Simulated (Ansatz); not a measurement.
## CH₇ClMgOSi: geometry relaxation (part 1 of 2)

The run: geometry relaxation of CH₇ClMgOSi. Method and program: RKS LDA/def2-mTZVP (Ansatz 0.2.0).

It belongs to a series of runs on one base structure; here: end point B relaxed. Figures and captions count atoms from 1; the log counts them from 0 in places.

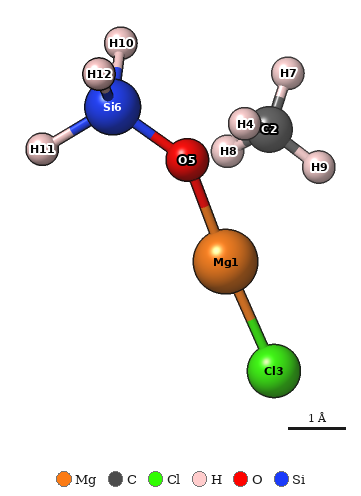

The input geometry (ball-and-stick view, seen at a tilt; atoms are numbered from 1 in the order of the input). Sticks mark near contacts.

### The input
```yaml
crystal:
  periodic: [false, false, false]
  atoms:
    - { symbol: Mg, position_ang: [-1.537785, -0.056661, -1.551444] }
    - { symbol: C, position_ang: [1.78517, -0.616719, -0.746229] }
    - { symbol: Cl, position_ang: [-1.814359, -0.001635, -3.713314] }
    - { symbol: H, position_ang: [0.880567, -0.624596, -0.13849] }
    - { symbol: O, position_ang: [-1.287626, -0.225507, 0.416866] }
    - { symbol: Si, position_ang: [-1.135421, 0.62513, 1.793792] }
    - { symbol: H, position_ang: [2.589583, -1.102174, -0.173664] }
    - { symbol: H, position_ang: [2.084895, 0.417553, -0.974788] }
    - { symbol: H, position_ang: [1.64287, -1.172422, -1.68834] }
    - { symbol: H, position_ang: [0.264619, 0.492347, 2.344151] }
    - { symbol: H, position_ang: [-1.36477, 2.108739, 1.591156] }
    - { symbol: H, position_ang: [-2.107743, 0.155745, 2.840304] }
basis:
  gaussian: { orbitals: def2-mTZVP }
hamiltonian:
  xc: lda
relax:
  f_tol: 0.03
  max_steps: 50
```

Launch command:
```bash
ansatz run input.yaml --threads 4 --pin off --max-ram 5120MiB --backend cpu --events-out ev --progress --plain --runs-dir out
```

### Output
```
The last accepted step is kept in [file] (removed where the run ends without a failure and the disk answers)
Engine: ansatz 0.2.0, aarch64-unknown-linux-gnu
Functional definition: SPW92
  exchange = slater_x
  correlation = pw_c
1272 factors; their error is unknown
mean field evaluation 1: about -28906.7466 eV, gradient 9.3e1 eV
mean field evaluation 2: about -28797.1675 eV, gradient 2.0e2 eV
mean field evaluation 4: about -28923.3247 eV, gradient 1.4e1 eV
mean field evaluation 8: about -28923.8000 eV, gradient 1.8e-1 eV
mean field evaluation 16: about -28923.7383 eV, gradient 3.5e-3 eV
mean field -28923.73831759 eV, -1062.9277779574 hartree, gradient 5.1e-5 eV, S^2 0.000000; 0 other end points of the search recorded, 0 dependent functions left out
the calculation of the forces begins
reference -28923.73837054 eV, -1062.9277799032 hartree; 32, 32 occupied and 90, 90 virtual orbitals, 1272 factors
relax step   1: F+E_penalty+E_count = -28923.73831759 eV  Δ(F+E_penalty+E_count) = +0.000e0 eV  max|allowed force component| = 2.469e0 eV/Å  Δτ_max = 0.0000 Å  (28 SCF iters, accepted)
these checks for a lower state are left out or cut short: starts, cluster_reference, orbital_swaps, neighbouring_geometries, increment
1272 factors; their error is unknown
mean field -28923.99993997 eV, -1062.9373924025 hartree, gradient 7.7e-6 eV, S^2 0.000000; 0 other end points of the search recorded, 0 dependent functions left out
[... from here on the field's lines of each further geometry are left out, up to the last ...]
relax step   2: F+E_penalty+E_count = -28923.99993997 eV  Δ(F+E_penalty+E_count) = -2.616e-1 eV  max|allowed force component| = 1.329e0 eV/Å  Δτ_max = 0.1933 Å  (31 SCF iters, accepted)
relax step   3: F+E_penalty+E_count = -28924.09879311 eV  Δ(F+E_penalty+E_count) = -9.885e-2 eV  max|allowed force component| = 4.947e-1 eV/Å  Δτ_max = 0.1930 Å  (30 SCF iters, accepted)
relax step   4: F+E_penalty+E_count = -28924.15756157 eV  Δ(F+E_penalty+E_count) = -5.877e-2 eV  max|allowed force component| = 2.884e-1 eV/Å  Δτ_max = 0.1938 Å  (29 SCF iters, accepted)
relax step   5: F+E_penalty+E_count = -28924.19153122 eV  Δ(F+E_penalty+E_count) = -3.397e-2 eV  max|allowed force component| = 2.499e-1 eV/Å  Δτ_max = 0.1993 Å  (29 SCF iters, accepted)
relax step   6: F+E_penalty+E_count = -28924.20180336 eV  Δ(F+E_penalty+E_count) = -1.027e-2 eV  max|allowed force component| = 1.580e-1 eV/Å  Δτ_max = 0.0860 Å  (31 SCF iters, accepted)
relax step   7: F+E_penalty+E_count = -28924.20676190 eV  Δ(F+E_penalty+E_count) = -4.959e-3 eV  max|allowed force component| = 8.994e-2 eV/Å  Δτ_max = 0.0655 Å  (30 SCF iters, accepted)
relax step   8: F+E_penalty+E_count = -28924.21109171 eV  Δ(F+E_penalty+E_count) = -4.330e-3 eV  max|allowed force component| = 9.884e-2 eV/Å  Δτ_max = 0.0776 Å  (31 SCF iters, accepted)
relax step   9: F+E_penalty+E_count = -28924.21314275 eV  Δ(F+E_penalty+E_count) = -2.051e-3 eV  max|allowed force component| = 1.553e-1 eV/Å  Δτ_max = 0.0852 Å  (30 SCF iters, accepted)
relax step  10: F+E_penalty+E_count = -28924.21562284 eV  Δ(F+E_penalty+E_count) = -2.480e-3 eV  max|allowed force component| = 1.380e-1 eV/Å  Δτ_max = 0.0439 Å  (32 SCF iters, accepted)
relax step  11: F+E_penalty+E_count = -28924.21959364 eV  Δ(F+E_penalty+E_count) = -3.971e-3 eV  max|allowed force component| = 7.170e-2 eV/Å  Δτ_max = 0.0726 Å  (29 SCF iters, accepted)
relax step  12: F+E_penalty+E_count = -28924.22179679 eV  Δ(F+E_penalty+E_count) = -2.203e-3 eV  max|allowed force component| = 7.579e-2 eV/Å  Δτ_max = 0.0629 Å  (31 SCF iters, accepted)
relax step  13: F+E_penalty+E_count = -28924.22264259 eV  Δ(F+E_penalty+E_count) = -8.458e-4 eV  max|allowed force component| = 2.926e-1 eV/Å  Δτ_max = 0.1958 Å  (29 SCF iters, accepted)
relax step  14: F+E_penalty+E_count = -28924.22749789 eV  Δ(F+E_penalty+E_count) = -4.855e-3 eV  max|allowed force component| = 8.200e-2 eV/Å  Δτ_max = 0.0397 Å  (32 SCF iters, accepted)
relax step  15: F+E_penalty+E_count = -28924.23346049 eV  Δ(F+E_penalty+E_count) = -5.963e-3 eV  max|allowed force component| = 1.378e-1 eV/Å  Δτ_max = 0.2000 Å  (29 SCF iters, accepted)
relax step  16: F+E_penalty+E_count = -28924.23165608 eV  Δ(F+E_penalty+E_count) = +1.804e-3 eV  max|allowed force component| = 4.915e-1 eV/Å  Δτ_max = 0.1948 Å  (29 SCF iters, rejected (line search))
relax step  17: F+E_penalty+E_count = -28924.23219258 eV  Δ(F+E_penalty+E_count) = +1.268e-3 eV  max|allowed force component| = 1.726e-1 eV/Å  Δτ_max = 0.0974 Å  (29 SCF iters, rejected (line search))
relax step  18: F+E_penalty+E_count = -28924.23754195 eV  Δ(F+E_penalty+E_count) = -4.081e-3 eV  max|allowed force component| = 2.571e-2 eV/Å  Δτ_max = 0.0471 Å  (31 SCF iters, accepted)
relax step  19: F+E_penalty+E_count = -28924.24027155 eV  Δ(F+E_penalty+E_count) = -2.730e-3 eV  max|allowed force component| = 8.727e-2 eV/Å  Δτ_max = 0.0976 Å  (29 SCF iters, accepted)
relax step  20: F+E_penalty+E_count = -28924.24175436 eV  Δ(F+E_penalty+E_count) = -1.483e-3 eV  max|allowed force component| = 1.008e-1 eV/Å  Δτ_max = 0.0573 Å  (28 SCF iters, accepted)
relax step  21: F+E_penalty+E_count = -28924.24201092 eV  Δ(F+E_penalty+E_count) = -2.566e-4 eV  max|allowed force component| = 1.012e-1 eV/Å  Δτ_max = 0.0776 Å  (30 SCF iters, accepted)
relax step  22: F+E_penalty+E_count = -28924.24322069 eV  Δ(F+E_penalty+E_count) = -1.210e-3 eV  max|allowed force component| = 7.266e-2 eV/Å  Δτ_max = 0.0298 Å  (30 SCF iters, accepted)
the calculation of the forces begins
reference -28924.24409459 eV, -1062.9463649193 hartree; 32, 32 occupied and 90, 90 virtual orbitals, 1272 factors
relax step  23: F+E_penalty+E_count = -28924.24404592 eV  Δ(F+E_penalty+E_count) = -8.252e-4 eV  max|allowed force component| = 1.830e-2 eV/Å  Δτ_max = 0.0296 Å  (30 SCF iters, accepted)
1272 factors; their error is unknown
mean field evaluation 192: about -28924.2440 eV, gradient 1.3e-4 eV
```

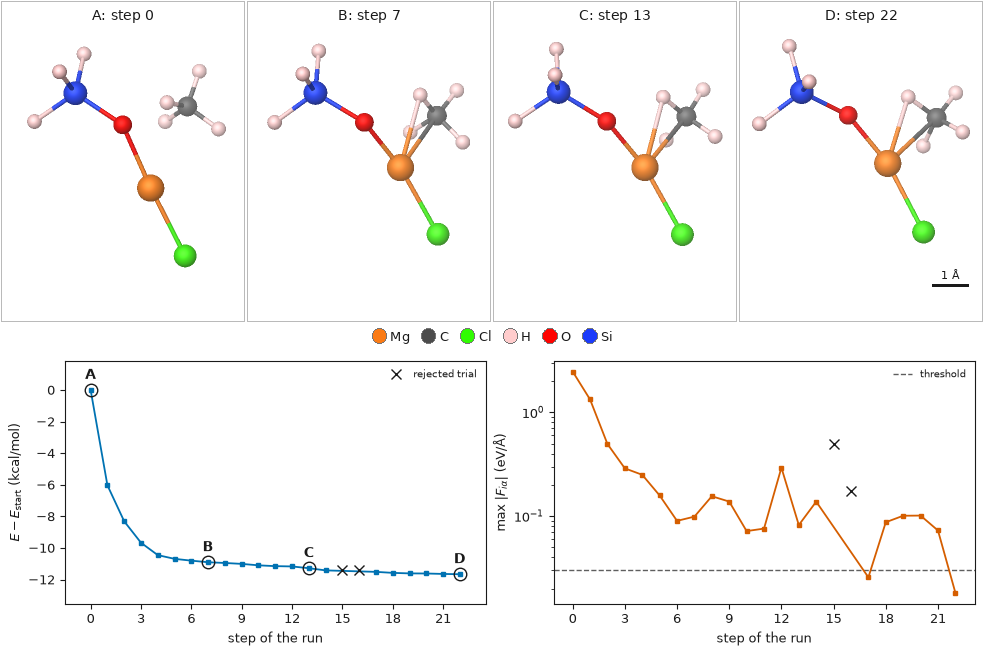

Frames of the relaxation (ball-and-stick view, seen at a tilt) above the curves, on which the letters mark them (the first geometry is step 0 here and step 1 in the log).

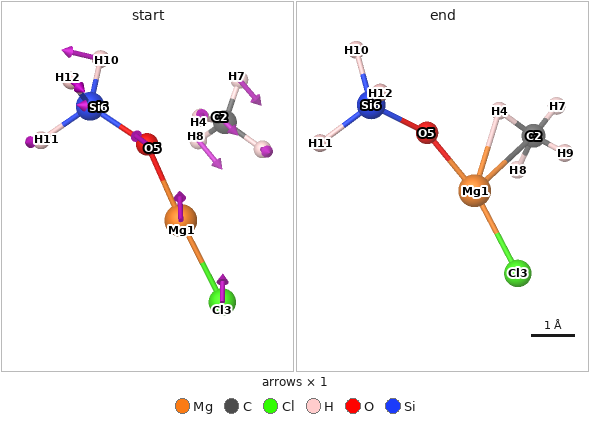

Before (left) and after (right) the relaxation, at one scale (ball-and-stick view, seen at a tilt). The pink arrows give the displacements, at true length. After 22 geometry steps the energy has fallen by 11.7 kcal/mol. The largest force component goes from 2.5 to 0.018 eV/Å. The line search rejected the trial steps at points 15, 16 (counted from 0) and went back. H10 moves most after the best rigid fit: 1.07 Å. By element the largest moves are H 1.07 Å, Mg 1.00 Å, O 0.84 Å, Cl 0.80 Å, C 0.46 Å, Si 0.37 Å. Among the contacts that change: Mg1–C2 3.465 → 2.474 Å, Mg1–H4 2.858 → 2.262 Å, Mg1–O5 1.991 → 1.801 Å, C2–H4 1.090 → 1.108 Å. New bonds form: Mg1–C2 (3.46 → 2.47 Å). Among the angles that change: Cl3–Mg1–O5 176.6° → 164.3°, Mg1–O5–Si6 143.6° → 153.3°, H4–C2–H8 110.4° → 113.2°. (Atoms are counted from 1 in the order of the input.)

```
mean field -28924.24404592 eV, -1062.9463631310 hartree, gradient 2.3e-5 eV, S^2 0.000000; 1 other end points of the search recorded, 0 dependent functions left out
the calculation of the forces begins
reference -28924.24409459 eV, -1062.9463649193 hartree; 32, 32 occupied and 90, 90 virtual orbitals, 1272 factors
Total energy: -28924.24409459 eV, -1062.9463649193 hartree
Atom 0 at    -0.638907     0.079419    -1.130761 Å, force    -0.001420     0.005755     0.011930 eV/Å
Atom 1 at     1.665900    -0.817970    -1.171544 Å, force     0.001043    -0.006137    -0.003720 eV/Å
Atom 2 at    -1.167812     0.014579    -3.261950 Å, force     0.000291    -0.000457     0.001564 eV/Å
Atom 3 at     1.282365    -0.606856    -0.154099 Å, force    -0.001556     0.004734     0.005691 eV/Å
Atom 4 at    -0.663965     0.308149     0.655002 Å, force     0.004868    -0.005701    -0.018296 eV/Å
Atom 5 at    -1.337538     0.808904     2.042792 Å, force     0.003455     0.003590     0.001951 eV/Å
Atom 6 at     2.672550    -1.235746    -1.032854 Å, force    -0.000301     0.001829     0.001417 eV/Å
Atom 7 at     1.784010     0.088982    -1.787284 Å, force    -0.001176    -0.001139    -0.001283 eV/Å
Atom 8 at     1.085235    -1.579375    -1.719302 Å, force    -0.000112     0.000609     0.000302 eV/Å
Atom 9 at    -0.303907     0.900639     3.130661 Å, force    -0.001329    -0.001071    -0.001258 eV/Å
Atom 10 at    -1.967245     2.170039     1.908599 Å, force    -0.001578     0.000012     0.001262 eV/Å
Atom 11 at    -2.410685    -0.130964     2.520738 Å, force    -0.002184    -0.002025     0.000441 eV/Å
Dipole moment:     0.573461    -0.209428     0.107884 e Å
```

### Trajectory as extended XYZ (Å, eV, eV/Å), 18 of the 23 frames kept, from step=1 to step=23
```
12
Properties=species:S:1:pos:R:3:forces:R:3 step=1 energy=-28923.73832
Mg   -1.5378   -0.0567   -1.5514    0.4623  -0.2257   2.4688
C     1.7852   -0.6167   -0.7462    0.3418   0.0005  -0.3263
Cl   -1.8144   -0.0016   -3.7133   -0.0016   0.0051   0.0169
H     0.8806   -0.6246   -0.1385   -0.4105   0.0127   0.2490
O    -1.2876   -0.2255    0.4169   -0.3652   0.2204  -2.3258
Si   -1.1354    0.6251    1.7938    0.0788   0.0965  -0.1306
H     2.5896   -1.1022   -0.1737   -0.0163   0.0239  -0.0527
H     2.0849    0.4176   -0.9748   -0.0134  -0.0456   0.0265
H     1.6429   -1.1724   -1.6883    0.0063   0.0205   0.0476
H     0.2646    0.4923    2.3442   -0.0857  -0.0247   0.0071
H    -1.3648    2.1087    1.5912   -0.0275  -0.0884   0.0239
H    -2.1077    0.1557    2.8403    0.0310   0.0050  -0.0044
12
Properties=species:S:1:pos:R:3:forces:R:3 step=2 energy=-28923.99994
Mg   -1.3761   -0.0894   -1.4508    0.2506  -0.1689   1.3294
C     1.7111   -0.6066   -0.7810    0.0974   0.0236  -0.2212
Cl   -1.6550   -0.0278   -3.6127    0.0107   0.0057  -0.0158
H     0.8002   -0.6297   -0.1653   -0.0884  -0.0160   0.1759
O    -1.2336   -0.2370    0.4139   -0.2537   0.2211  -1.2876
Si   -1.1239    0.6342    1.7812    0.0481  -0.0407   0.1147
H     2.5177   -1.1084   -0.2268   -0.0422   0.0034  -0.0184
H     2.0138    0.4327   -0.9772   -0.0134  -0.0239  -0.0010
H     1.5681   -1.1355   -1.7372    0.0176   0.0116  -0.0125
H     0.2580    0.4995    2.3668   -0.0268   0.0364  -0.0085
H    -1.3790    2.1087    1.5702    0.0039  -0.0580  -0.0322
H    -2.1014    0.1593    2.8191   -0.0038   0.0057  -0.0228
12
Properties=species:S:1:pos:R:3:forces:R:3 step=4 energy=-28924.15756
Mg   -1.0606   -0.1575   -1.3108    0.1318  -0.0608  -0.1317
C     1.6330   -0.6122   -0.8855   -0.1903  -0.1335   0.1452
Cl   -1.3036   -0.0825   -3.4826    0.0392  -0.0115  -0.0386
H     0.8644   -0.6877   -0.0765    0.2884  -0.0005  -0.1683
O    -1.2329   -0.2143    0.4690   -0.0991   0.1434   0.2222
Si   -1.1851    0.6660    1.8354    0.0191  -0.1214  -0.0407
H     2.5320   -1.1562   -0.5335   -0.2669   0.1155  -0.1415
H     1.9060    0.4398   -1.0531    0.0015  -0.0107  -0.0063
H     1.3075   -1.0699   -1.8418    0.0824   0.0365   0.1032
H     0.1775    0.5560    2.4646    0.0074   0.0340   0.0424
H    -1.4428    2.1280    1.5773   -0.0078   0.0020   0.0098
H    -2.1955    0.1901    2.8377   -0.0056   0.0070   0.0042
12
Properties=species:S:1:pos:R:3:forces:R:3 step=5 energy=-28924.19153
Mg   -0.8858   -0.1997   -1.2775   -0.1045   0.0151   0.2258
C     1.5702   -0.6060   -0.9315   -0.0497  -0.1633   0.1921
Cl   -1.1111   -0.1265   -3.4560    0.0126  -0.0142  -0.0571
H     0.8829   -0.7052   -0.0544    0.2499  -0.0114  -0.1629
O    -1.2415   -0.2001    0.4995    0.0336   0.1122  -0.1032
Si   -1.2025    0.6751    1.8685   -0.0207  -0.0782  -0.1230
H     2.4910   -1.1596   -0.6659   -0.2332   0.1171  -0.0994
H     1.8367    0.4485   -1.0930    0.0067  -0.0015  -0.0148
H     1.1899   -1.0477   -1.8764    0.1052   0.0165   0.0777
H     0.1533    0.5788    2.5189    0.0014   0.0042   0.0311
H    -1.4570    2.1368    1.6082   -0.0060   0.0168   0.0180
H    -2.2262    0.2054    2.8596    0.0046  -0.0133   0.0156
```
